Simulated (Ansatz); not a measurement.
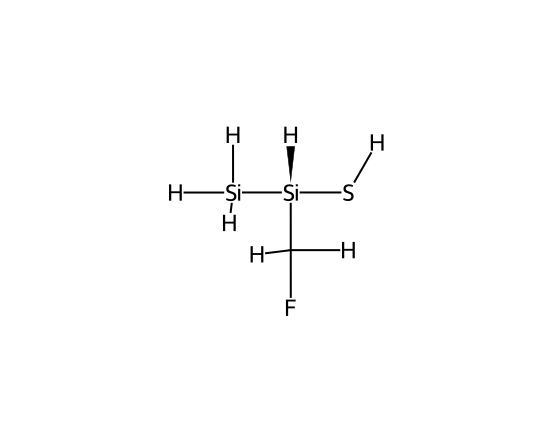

The picture comes from a calculation with Ansatz.

Q: Transcribe the drawing into SMILES.

A: FC[Si@H]([SiH3])S

Q: What is the molecular formula?

A: CH7FSSi2.

Q: An optimisation with PBE-D4/def2-SVP gave a structure of which point group?

A: C1.
